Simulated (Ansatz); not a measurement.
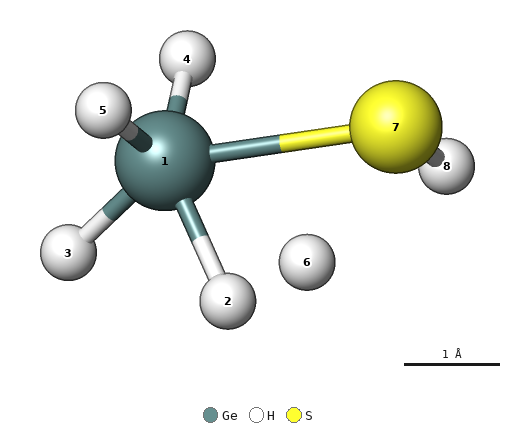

Figure 1. The starting structure (ball-and-stick view, seen at a tilt; atoms are numbered from 1 in the order of the input). Sticks mark near contacts. Bond lengths as drawn: Ge–H 1.51 to 1.74 Å, Ge–S 2.56 Å and H–S 1.37 Å.

## GeH$_{6}$S: saddle-point search

GeH$_{6}$S, computed with RKS PBE0-D4/def2-SVP (Ansatz 0.2.0).

Figures and captions count atoms from 1; the log counts them from 0 in places.

Input file
```yaml
crystal:
  periodic: [false, false, false]
  atoms:
    - {symbol: Ge, position_ang: [-0.689435, -0.400461, -0.123214]}
    - {symbol: H, position_ang: [0.934464, -0.658295, -0.688829]}
    - {symbol: H, position_ang: [-1.074485, -0.959821, -1.536364]}
    - {symbol: H, position_ang: [-1.718764, 0.680991, 0.118329]}
    - {symbol: H, position_ang: [-0.765649, -1.556171, 0.890291]}
    - {symbol: H, position_ang: [1.302559, -0.066272, -0.038968]}
    - {symbol: S, position_ang: [0.941919, 1.059545, 1.195171]}
    - {symbol: H, position_ang: [0.925760, 2.095596, 0.299388]}
basis:
  gaussian: {orbitals: def2-SVP}
hamiltonian: {xc: pbe0, dispersion: d4}
saddle:
  f_tol: 0.1
  max_steps: 40
  mode_guess:
    - [-0.0704, 0.3304, 0.2117]
    - [0.3116, -0.0165, -0.0013]
    - [0.1871, 0.1394, 0.1487]
    - [-0.2796, 0.0094, 0.0431]
    - [0.1302, 0.1060, -0.0347]
    - [0.0910, -0.5500, -0.3628]
    - [-0.3365, 0.0094, -0.0060]
    - [-0.0334, -0.0281, 0.0014]
```

Launched with:
```bash
ansatz run in.yaml --threads 2 --pin off --events-out ev --progress --plain --max-ram 4352MiB
```

Output
```
Functional definition: PBE0
  name "PBE0"
  cite "Adamo & Barone, J. Chem. Phys. 110, 6158 (1999) doi:10.1063/1.478522"
  cite "Perdew, Burke & Ernzerhof, Phys. Rev. Lett. 77, 3865 (1996) doi:10.1103/PhysRevLett.77.3865"
  parent pbe
  parameter a = 0.25
  parameter kappa = 0.804
  parameter beta = 0.06672455060314922
  exchange = (1 - a)*pbe_x(kappa = kappa, mu = beta*pi^2/3) + a*exact_x
  correlation = pbe_c(beta = beta)
848 factors; integrals over basis functions are off by at most 3.0e-4 eV
mean field evaluation 1: about -67426.4332 eV, gradient 1.7e1 eV
mean field evaluation 2: about -67426.4561 eV, gradient 1.7e1 eV
mean field evaluation 4: about -67426.9117 eV, gradient 8.3e-1 eV
mean field evaluation 8: about -67426.9138 eV, gradient 7.4e-3 eV
mean field -67426.91377341 eV, -2477.8933775690 hartree, gradient 4.8e-5 eV, S^2 0.000000; 0 other end points of the search recorded, 0 dependent functions left out
the calculation of the forces begins
reference -67426.91379750 eV, -2477.8933784543 hartree; 27, 27 occupied and 53, 53 virtual orbitals, 848 factors
these checks for a lower state are left out or cut short: stability, starts, cluster_reference, orbital_swaps, neighbouring_geometries, increment
848 factors; integrals over basis functions are off by at most 3.0e-4 eV
mean field evaluation 16: about -67426.9141 eV, gradient 2.7e-3 eV
mean field -67426.91408067 eV, -2477.8933888606 hartree, gradient 1.8e-6 eV, S^2 0.000000; 0 other end points of the search recorded, 0 dependent functions left out
[... from here on the field's lines of each further geometry are left out, up to the last ...]
saddle step   1: F+E_penalty+E_count = -67427.02754615 eV  max|allowed force component| = 6.473e-1 eV/Å  curvature = -12.4107 eV/Å²  mode residual = 3.09e0 eV/Å²  Δτ_max = 0.0000 Å  (1 rotations, 3 force calls, 54 SCF iters)  cluster: 3 rotations left out, max|force component along them| = 3.404e-7 eV/Å
saddle step   2: F+E_penalty+E_count = -67427.07556420 eV  max|allowed force component| = 5.180e-1 eV/Å  curvature = -13.5660 eV/Å²  mode residual = 2.23e0 eV/Å²  Δτ_max = 0.0735 Å  (1 rotations, 3 force calls, 56 SCF iters)  cluster: 3 rotations left out, max|force component along them| = 2.647e-7 eV/Å
saddle step   3: F+E_penalty+E_count = -67427.10106637 eV  max|allowed force component| = 3.272e-1 eV/Å  curvature = -12.9087 eV/Å²  mode residual = 9.41e-1 eV/Å²  Δτ_max = 0.0299 Å  (1 rotations, 3 force calls, 55 SCF iters)  cluster: 3 rotations left out, max|force component along them| = 8.850e-8 eV/Å
saddle step   4: F+E_penalty+E_count = -67427.10992734 eV  max|allowed force component| = 2.389e-1 eV/Å  curvature = -12.6227 eV/Å²  mode residual = 7.95e-1 eV/Å²  Δτ_max = 0.0271 Å  (1 rotations, 3 force calls, 53 SCF iters)  cluster: 3 rotations left out, max|force component along them| = 4.599e-8 eV/Å
saddle step   5: F+E_penalty+E_count = -67427.11226170 eV  max|allowed force component| = 1.440e-1 eV/Å  curvature = -12.6829 eV/Å²  mode residual = 3.95e-1 eV/Å²  Δτ_max = 0.0093 Å  (1 rotations, 3 force calls, 57 SCF iters)  cluster: 3 rotations left out, max|force component along them| = 4.461e-8 eV/Å
saddle step   6: F+E_penalty+E_count = -67427.11268452 eV  max|allowed force component| = 6.537e-2 eV/Å  curvature = -12.9682 eV/Å²  mode residual = 3.48e-1 eV/Å²  Δτ_max = 0.0225 Å  (1 rotations, 7 force calls, 112 SCF iters)  cluster: 3 rotations left out, max|force component along them| = 1.107e-7 eV/Å
saddle step   7: F+E_penalty+E_count = -67427.11446129 eV  max|allowed force component| = 2.371e-2 eV/Å  curvature = -12.9318 eV/Å²  mode residual = 1.78e-1 eV/Å²  Δτ_max = 0.0350 Å  (1 rotations, 7 force calls, 111 SCF iters)  cluster: 3 rotations left out, max|force component along them| = 5.010e-8 eV/Å
saddle search: the force at step 8 is within saddle.f_tol, and the search now checks the order of the point unasked, as it does wherever a lone molecule whose rigid rotations it leaves out would converge (saddle.isolated_cluster): at most 100 rotations across the mode and 202 force calls, two more next to a line or behind a second negative curvature, two more where it reads a positive, two for each turn that reads one and six more at each negative that it reads, and up to 22 at one that stands (24 where saddle.amplitude is under 0.005 Å), over each length that the point is read over (saddle.order_check: false declines the check)
saddle search: the rotation starts from a random direction (saddle.seed = 0)
the calculation of the forces begins
reference -67426.99923018 eV, -2477.8965180476 hartree; 27, 27 occupied and 53, 53 virtual orbitals, 848 factors
848 factors; integrals over basis functions are off by at most 3.5e-4 eV
mean field evaluation 544: about -67426.4853 eV, gradient 1.7e1 eV
mean field -67426.99922494 eV, -2477.8965178550 hartree, gradient 5.4e-5 eV, S^2 0.000000; 1 other end points of the search recorded, 0 dependent functions left out
the calculation of the forces begins
reference -67426.99924919 eV, -2477.8965187462 hartree; 27, 27 occupied and 53, 53 virtual orbitals, 848 factors
saddle step   8: F+E_penalty+E_count = -67427.11466786 eV  max|allowed force component| = 1.121e-2 eV/Å  curvature = -13.0450 eV/Å² (error put at 0.0075; -13.0520 at half of saddle.amplitude)  mode residual = 1.75e-1 eV/Å²  Δτ_max = 0.0168 Å  (1 rotations, 60 force calls, 815 SCF iters)  order check (unasked): positive, curvature across the mode = +0.1468 eV/Å²; +0.0659 less its residual, +0.0659 less it at half of saddle.amplitude; error put at 0.0001 (51 force calls)  cluster: 3 rotations left out, max|force component along them| = 3.817e-8 eV/Å
```

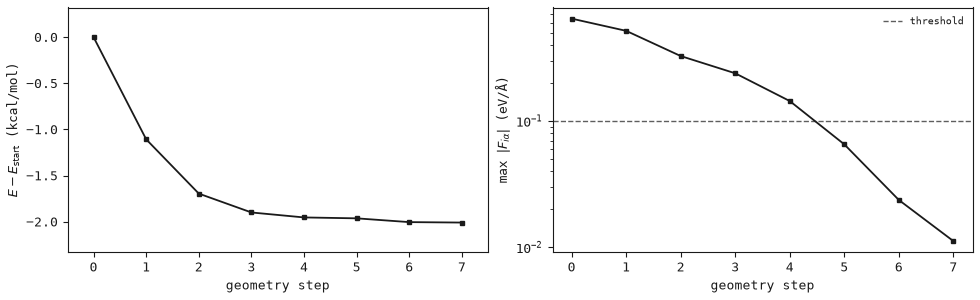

Figure 2. Progress of the saddle-point search, step by step (the first geometry is step 0 here and step 1 in the log).

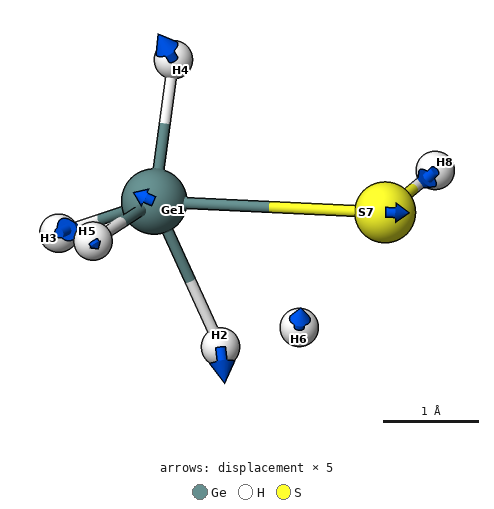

Figure 3. The starting structure with the displacements as blue arrows, magnified 5 times (ball-and-stick view, seen on its broad side). The two geometries are laid on each other by the best rigid fit. Over 7 geometry steps the energy falls by 2.01 kcal/mol. The largest force component goes from 0.65 to 0.011 eV/Å. The largest move after the best rigid fit is that of H2, 0.080 Å. By element the largest moves are H 0.080 Å, S 0.053 Å, Ge 0.050 Å. Among the contacts that change: Ge1–H2 1.739 → 1.846 Å, Ge1–S7 2.556 → 2.651 Å, Ge1–H4 1.512 → 1.547 Å, S7–H8 1.370 → 1.352 Å. Among the angles that change: H3–Ge1–H5 108.3° → 113.0°, H3–Ge1–S7 145.6° → 141.4°, Ge1–S7–H8 95.0° → 91.5°. (Atoms are counted from 1 in the order of the input.)

```
Total energy: -67427.11469211 eV, -2477.9007611952 hartree
Atom 0 at    -0.733858    -0.421865    -0.130756 Å, force     0.011205    -0.002447    -0.000071 eV/Å
Atom 1 at     1.001486    -0.702874    -0.692691 Å, force    -0.003383    -0.001522     0.005208 eV/Å
Atom 2 at    -1.063453    -0.900284    -1.572114 Å, force     0.000602     0.002325     0.002877 eV/Å
Atom 3 at    -1.782970     0.678898     0.154976 Å, force    -0.002961     0.000995     0.001348 eV/Å
Atom 4 at    -0.744577    -1.559028     0.893024 Å, force    -0.001081     0.001347    -0.003132 eV/Å
Atom 5 at     1.271690    -0.049943     0.004832 Å, force    -0.002210     0.003796    -0.004491 eV/Å
Atom 6 at     0.976481     1.097863     1.207625 Å, force    -0.003448     0.001580    -0.003403 eV/Å
Atom 7 at     0.931571     2.052344     0.250909 Å, force     0.001278    -0.006074     0.001663 eV/Å
Dipole moment:    -0.166036    -0.067407    -0.271800 e Å
```

Trajectory as extended XYZ (Å, eV, eV/Å), 8 frames, from step=1 to step=8
```
8
Properties=species:S:1:pos:R:3:forces:R:3 step=1 energy=-67427.02755
Ge   -0.6894   -0.4005   -0.1232   -0.4845  -0.6473  -0.0571
H     0.9345   -0.6583   -0.6888    0.5541  -0.4030  -0.4797
H    -1.0745   -0.9598   -1.5364    0.1020   0.1045   0.0212
H    -1.7188    0.6810    0.1183   -0.4926   0.4317   0.0682
H    -0.7656   -1.5562    0.8903    0.1022   0.1488  -0.0068
H     1.3026   -0.0663   -0.0390   -0.0641   0.1563   0.1190
S     0.9419    1.0595    1.1952    0.3145   0.5953   0.0958
H     0.9258    2.0956    0.2994   -0.0315  -0.3862   0.2392
8
Properties=species:S:1:pos:R:3:forces:R:3 step=2 energy=-67427.07556
Ge   -0.6948   -0.3976   -0.1213   -0.3395  -0.5180  -0.1486
H     0.9476   -0.7160   -0.7325    0.4762   0.2257   0.1762
H    -1.0572   -0.9435   -1.5427   -0.0102   0.0661   0.0436
H    -1.7472    0.6862    0.1142   -0.2317   0.2675   0.0573
H    -0.7437   -1.5348    0.9102    0.0430   0.0888  -0.0257
H     1.2836   -0.0494   -0.0359   -0.1623  -0.1345  -0.0739
S     0.9481    1.0691    1.2151    0.2447   0.1512  -0.1349
H     0.9200    2.0812    0.3086   -0.0202  -0.1468   0.1058
8
Properties=species:S:1:pos:R:3:forces:R:3 step=3 energy=-67427.10107
Ge   -0.7035   -0.4026   -0.1247   -0.3272  -0.2729  -0.0485
H     0.9748   -0.7072   -0.7239    0.2789   0.1036   0.0506
H    -1.0641   -0.9383   -1.5488    0.0505   0.0503   0.0563
H    -1.7630    0.6890    0.1122   -0.1037   0.1332   0.0456
H    -0.7348   -1.5289    0.9167    0.0212   0.0479  -0.0389
H     1.2671   -0.0507   -0.0364   -0.0047  -0.1471  -0.0957
S     0.9593    1.0661    1.2146    0.0936   0.1076   0.0209
H     0.9206    2.0678    0.3062   -0.0086  -0.0226   0.0097
8
Properties=species:S:1:pos:R:3:forces:R:3 step=4 energy=-67427.10993
Ge   -0.7159   -0.4140   -0.1296   -0.2389  -0.0846  -0.0647
H     0.9962   -0.6905   -0.7245    0.0402  -0.0200  -0.0209
H    -1.0751   -0.9443   -1.5544    0.0592   0.0341   0.0688
H    -1.7674    0.6970    0.1128    0.0105  -0.0032   0.0155
H    -0.7328   -1.5316    0.9178    0.0064   0.0175  -0.0256
H     1.2565   -0.0508   -0.0235    0.0886  -0.0246  -0.0471
S     0.9708    1.0686    1.2149    0.0369   0.0307   0.1415
H     0.9241    2.0607    0.3023   -0.0028   0.0500  -0.0673
8
Properties=species:S:1:pos:R:3:forces:R:3 step=5 energy=-67427.11226
Ge   -0.7240   -0.4183   -0.1312   -0.1440  -0.0123  -0.0436
H     0.9995   -0.6888   -0.7232   -0.0038  -0.0164  -0.0220
H    -1.0738   -0.9456   -1.5561    0.0322   0.0244   0.0440
H    -1.7701    0.6993    0.1161    0.0345  -0.0400   0.0010
H    -0.7348   -1.5337    0.9165   -0.0021   0.0000  -0.0113
H     1.2590   -0.0469   -0.0228    0.0640  -0.0171  -0.0114
S     0.9749    1.0706    1.2174    0.0226   0.0274   0.0854
H     0.9257    2.0586    0.2990   -0.0034   0.0341  -0.0422
8
Properties=species:S:1:pos:R:3:forces:R:3 step=6 energy=-67427.11269
Ge   -0.7341   -0.4226   -0.1318    0.0162   0.0314   0.0038
H     0.9993   -0.6822   -0.7282   -0.0054  -0.0215   0.0576
H    -1.0709   -0.9394   -1.5573   -0.0048  -0.0082  -0.0197
H    -1.7756    0.6934    0.1216    0.0121  -0.0084   0.0099
H    -0.7415   -1.5389    0.9132   -0.0023  -0.0123  -0.0019
H     1.2713   -0.0595   -0.0088   -0.0156   0.0654  -0.0562
S     0.9817    1.0805    1.2167   -0.0138  -0.0216   0.0266
H     0.9262    2.0638    0.2903    0.0136  -0.0247  -0.0200
8
Properties=species:S:1:pos:R:3:forces:R:3 step=7 energy=-67427.11446
Ge   -0.7303   -0.4212   -0.1305   -0.0237  -0.0193  -0.0095
H     0.9987   -0.7027   -0.6998    0.0100   0.0035   0.0013
H    -1.0648   -0.9119   -1.5678    0.0041   0.0057   0.0096
H    -1.7766    0.6848    0.1442   -0.0030   0.0032   0.0045
H    -0.7442   -1.5531    0.8992    0.0005   0.0040  -0.0057
H     1.2695   -0.0495   -0.0051    0.0054   0.0018   0.0013
S     0.9785    1.0911    1.2099    0.0034   0.0094  -0.0008
H     0.9258    2.0576    0.2657    0.0033  -0.0083  -0.0005
8
Properties=species:S:1:pos:R:3:forces:R:3 step=8 energy=-67427.11467
Ge   -0.7339   -0.4219   -0.1308    0.0112  -0.0024  -0.0001
H     1.0015   -0.7029   -0.6927   -0.0034  -0.0015   0.0052
H    -1.0635   -0.9003   -1.5721    0.0006   0.0023   0.0029
H    -1.7830    0.6789    0.1550   -0.0030   0.0010   0.0013
H    -0.7446   -1.5590    0.8930   -0.0011   0.0013  -0.0031
H     1.2717   -0.0499    0.0048   -0.0022   0.0038  -0.0045
S     0.9765    1.0979    1.2076   -0.0034   0.0016  -0.0034
H     0.9316    2.0523    0.2509    0.0013  -0.0061   0.0017
```

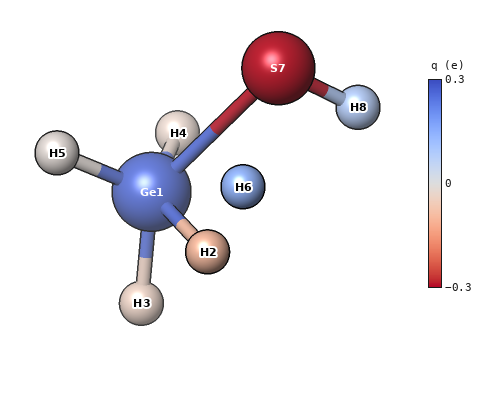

Figure 4. Mulliken charges, as the colour of each atom (ball-and-stick view, seen at a tilt; atoms are numbered from 1 in the order of the input). By element: Ge +0.26, H −0.09 to +0.13 and S −0.29 e.

Summary

```tsv
quantity	value
outcome	converged
total energy	−67427.1147 eV
mean-field energy	−67426.9992 eV
dispersion energy	−0.1154 eV
largest force (length of the vector) at the end	0.011 eV/Å
dipole moment	1.56 D
hardware	2 CPU threads, shared host
wall time	83 s (CPU time 2.6 min)
peak memory	0.38 GiB
```
